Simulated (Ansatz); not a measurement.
```json
{"atom": "C", "x (Å)": "1.3212", "y (Å)": "1.9521", "z (Å)": "-0.3023"}
{"atom": "Al", "x (Å)": "0.4415", "y (Å)": "-0.9304", "z (Å)": "-0.0503"}
{"atom": "N", "x (Å)": "0.9739", "y (Å)": "0.8142", "z (Å)": "-0.2028"}
{"atom": "H", "x (Å)": "1.0804", "y (Å)": "-1.9553", "z (Å)": "-1.0686"}
{"atom": "H", "x (Å)": "-0.6085", "y (Å)": "-1.2516", "z (Å)": "1.0856"}
```

Geometry: BLYP-D3(BJ)/def2-SVP.

All numbers below come from Ansatz, isolated molecule in a Gaussian basis; Kohn-Sham density functional theory, functional PBE0.

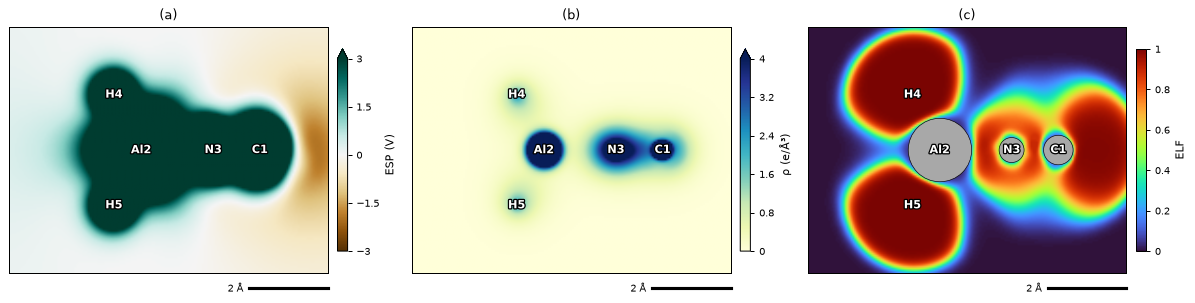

CH$_{2}$AlN (SMILES [C-]#[N+][AlH2]). (a) electrostatic potential; (b) electron density; (c) electron localisation function on the molecular plane. Grey discs cover the atomic cores in the ELF map.

Question: Interpret the plot.

Answer: Atoms in the plane: C, Al, N and H. C–N (1.19 Å): ρ at the midpoint is about 3.4 e/Å³; the ELF peaks at about 0.90 between the atoms: a short, multiple covalent bond. Al–N (1.83 Å): the density is about 0.75 e/Å³ at the midpoint; the ELF peaks at about 0.90 in the valence shell of N, 0.7 Å from its nucleus, and is about 0.70 at the midpoint. Al–H (1.58 Å): ρ at the midpoint is about 0.57 e/Å³; the ELF climbs to about 1 towards the hydrogen. The ELF also peaks beside C1, away from the bonds: lone-pair regions. Outside the dense part of the molecule the potential is most negative (−1.9 V) near C1.
